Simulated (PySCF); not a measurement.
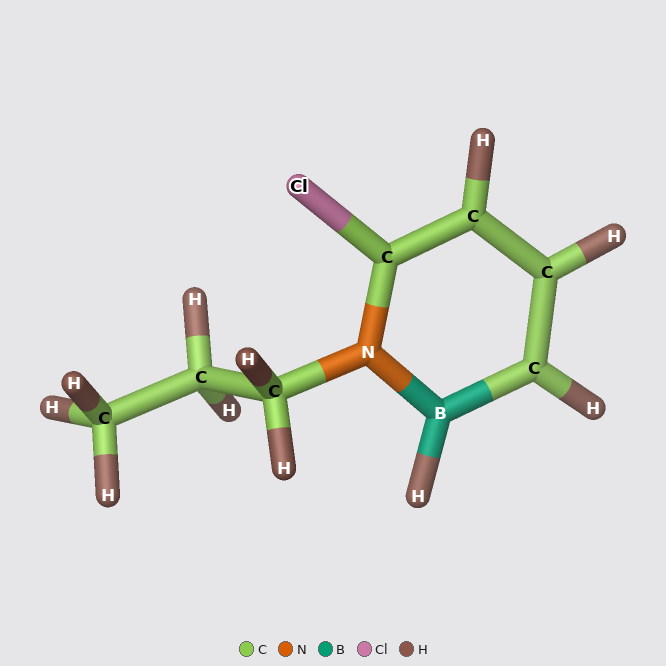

A stick model of a molecule.

The computed structure is the end point of a PBE0-D3(BJ)/def2-SVP optimisation. No frequency run is at hand to confirm it as a minimum.

Identify the structure.

It has 21 atoms: 7 carbon, 11 hydrogen, 1 boron, 1 chlorine and 1 nitrogen (C₇H₁₁BClN). Its SMILES string is `CCCN1BC=CC=C1Cl`. Independent rings (smallest set): 1 of 6 members. Among its groups: alkene, C–Cl bond, B–H bond. This geometry has C1 symmetry. Coordination: 3 C tetrahedral; 1 N trigonal planar; 1 B trigonal planar; 4 C trigonal planar.

More results for the same structure follow; atom numbers are the same in all pictures, views and colours differ.

## Geometry

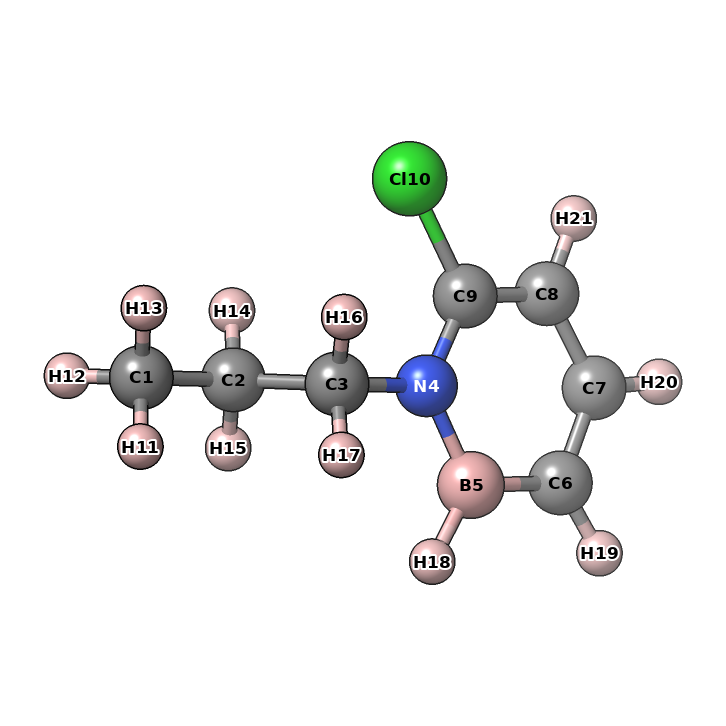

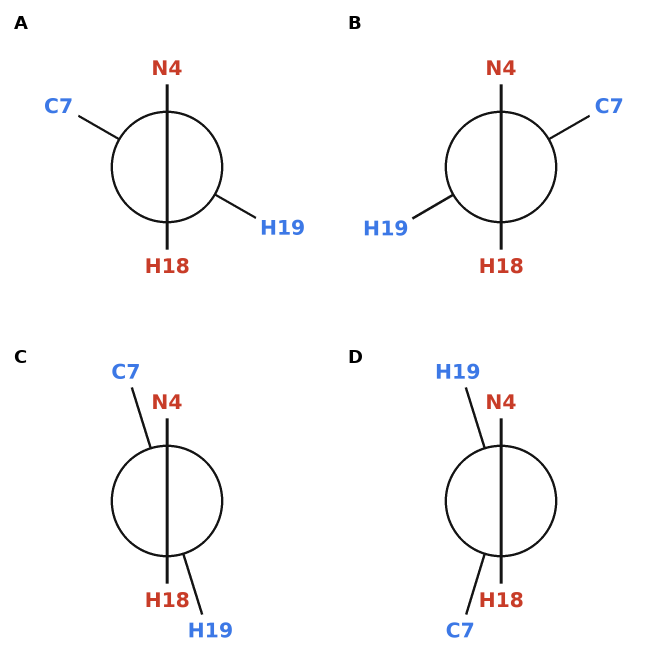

Distant atoms are faded towards the background colour. Bonds that would overlap in a projection are set slightly apart. No frequency run is at hand to confirm it as a minimum.

**Which Newman projection shows the view along B5–C6, with B5 in front?**

C. The torsion angle N4–B5–C6–C7 is 0°, synperiplanar (eclipsed).

## Polarisability

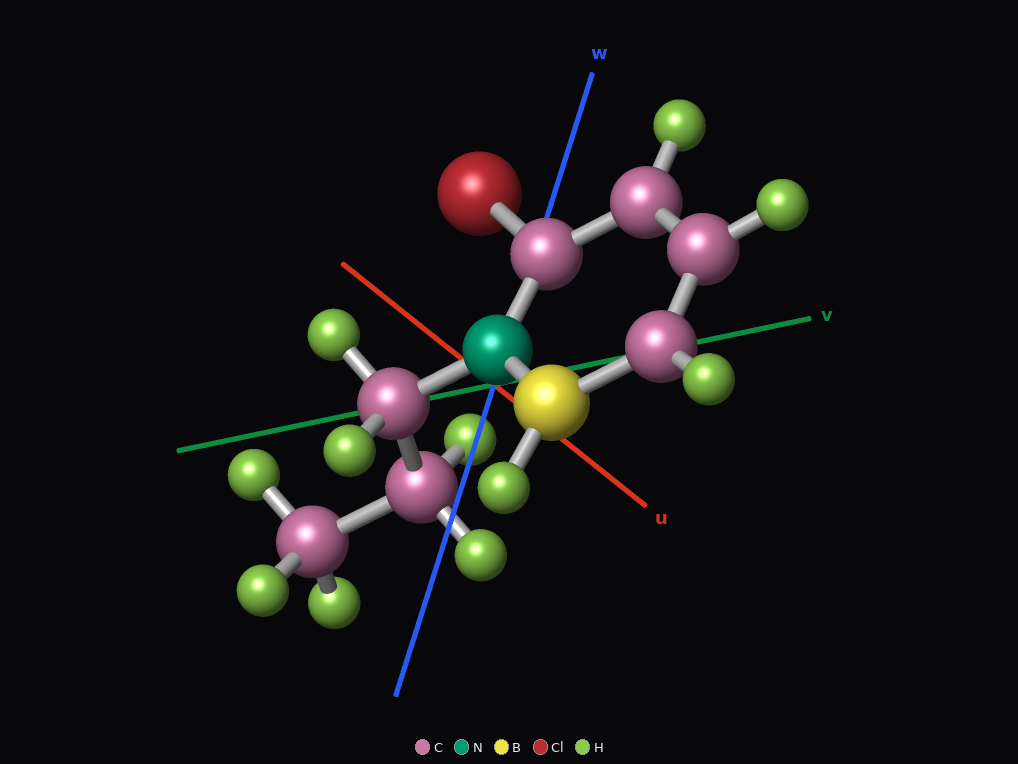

The lines u, v and w are the principal axes of the static dipole polarisability. No frequency run is at hand to confirm it as a minimum. Level of theory: PBE0/def2-SVPD (PySCF 2.14.0).

**Along which axis is the molecule most polarisable, and along which least?**

Most along v, least along u.

**Give the three principal values.**

u 81.8, v 150.1, w 129.5 bohr³; mean 120.5, anisotropy 60.7 bohr³.

## Excitation

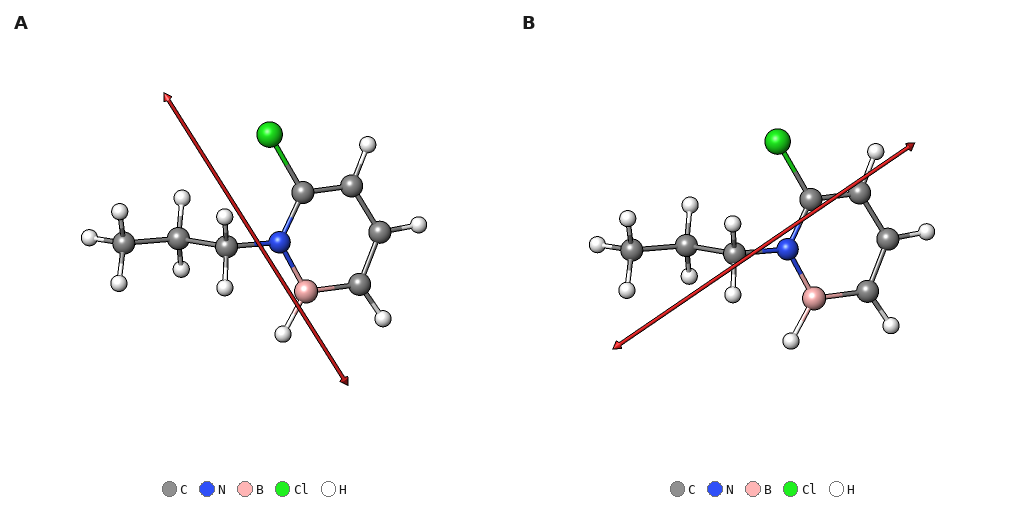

The double arrows show the directions of two transition dipoles from the ground state (lengths mean nothing). No frequency run is at hand to confirm it as a minimum. Properties computed with TDDFT PBE0/def2-SVPD, vertical, gas phase, core orbitals frozen in the response (PySCF 2.14.0).

**One belongs to singlet state 1 and one to singlet state 6. Which is which?**

A: state 1, 4.83 eV (257 nm), oscillator strength 0.20, mainly HOMO → LUMO (weight 0.91).
B: state 6, 6.66 eV (186 nm), oscillator strength 0.37, mainly HOMO−1 → LUMO (weight 0.72).

## Ring current

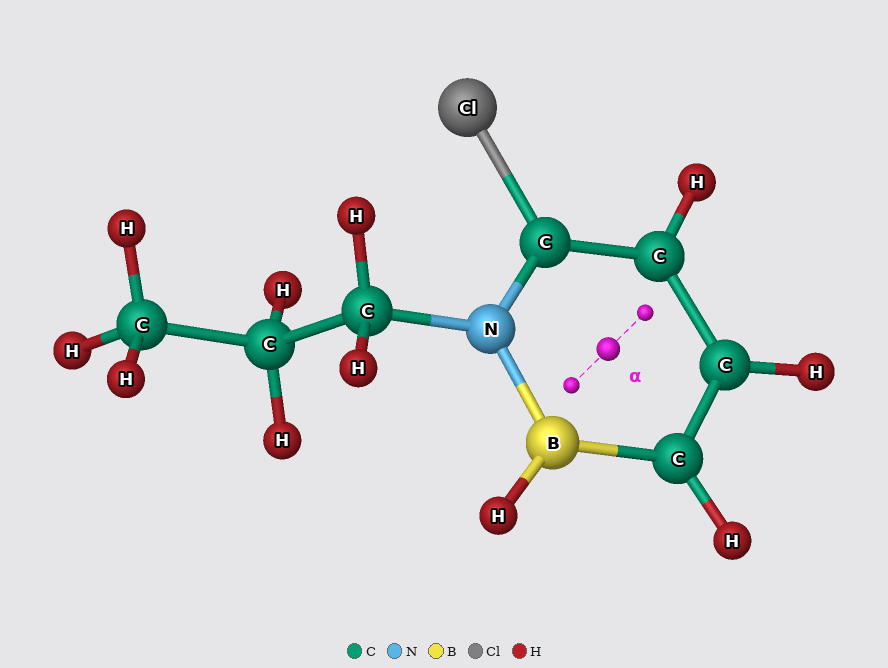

The small points mark where nucleus-independent chemical shifts (NICS) were computed: at the centre of each lettered ring and 1 Å above and below it. No frequency run is at hand to confirm it as a minimum. Properties computed with GIAO CAM-B3LYP/pcSseg-1 NMR shielding, non-relativistic, gas phase (PySCF 2.14.0).

Give NICS(0), NICS(1) and the out-of-plane component NICS(1)zz for each ring (means of the two sides).

```json
{"ring": "α", "members": "C4BN", "NICS(0)": "−6.0", "NICS(1)": "−7.8", "NICS(1)zz": "−18.8"}
```

Values in ppm.

**What do the values say about the ring currents?**

Ring α: diatropic, as in an aromatic ring. NICS is one index among several.
